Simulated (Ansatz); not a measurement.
# C$_{2}$NSi (charge −1): what the fields show

```xyz
4

C     0.0000    0.0000   -0.8013
C     0.0000    0.0000    0.5648
N     0.0000    0.0000   -1.9835
Si    0.0000    0.0000    2.2200
```

Geometry: B3LYP-D3(BJ)/def2-SVPD.

These are results of Ansatz, isolated molecule in a Gaussian basis; Kohn-Sham density functional theory, functional PBE0, not measurements.

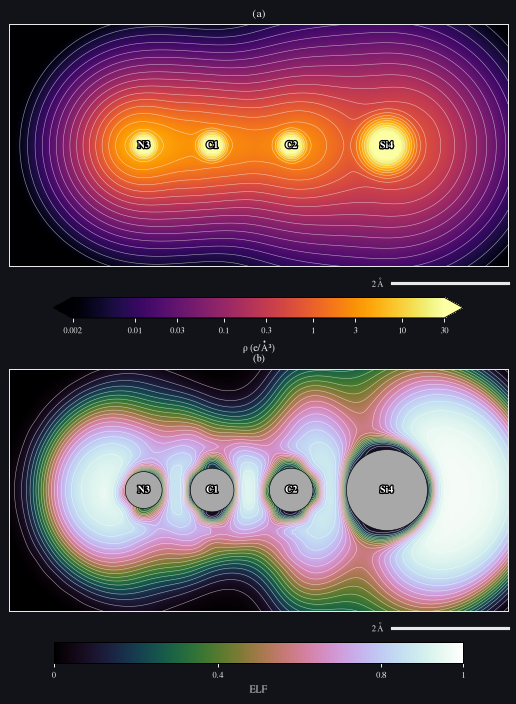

Figure 1. (a) total electron density; (b) electron localisation function on a plane that holds the molecular axis. Grey discs cover the atomic cores in the ELF map.

### What do the fields say about this system?

- The section cuts through C, N and Si sites.
- C–N (1.18 Å): ρ is about 3.4 e/Å³ halfway; the ELF peaks at about 0.85 between the atoms; a short, multiple covalent bond.
- C–C (1.37 Å): ρ is about 2.1 e/Å³ halfway; the ELF peaks at about 0.95 between the atoms; localised, covalent bonding.
- C–Si (1.66 Å): ρ is about 1.2 e/Å³ halfway; the ELF peaks at about 0.90 between the atoms: localised, covalent bonding.
- The ELF also peaks beside N3 and Si4, away from the bonds: lone-pair regions.

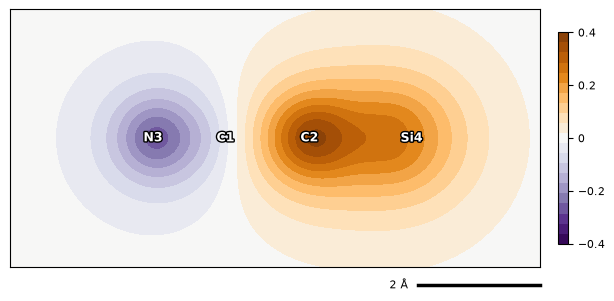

Figure 2. The HOMO on a plane 0.8 Å above a plane that holds the molecular axis (values in Å⁻³ᐟ²; the overall sign is arbitrary).

### Describe this orbital and give its energy.

By Hirshfeld shares it lies mainly on C2 (about 35 %), Si4 (about 35 %), N3 (about 20 %) and C1 (about 10 %); π-bonding across C2–Si4. It is one of a degenerate set, so its orientation is arbitrary. Its energy is −1.42 eV.
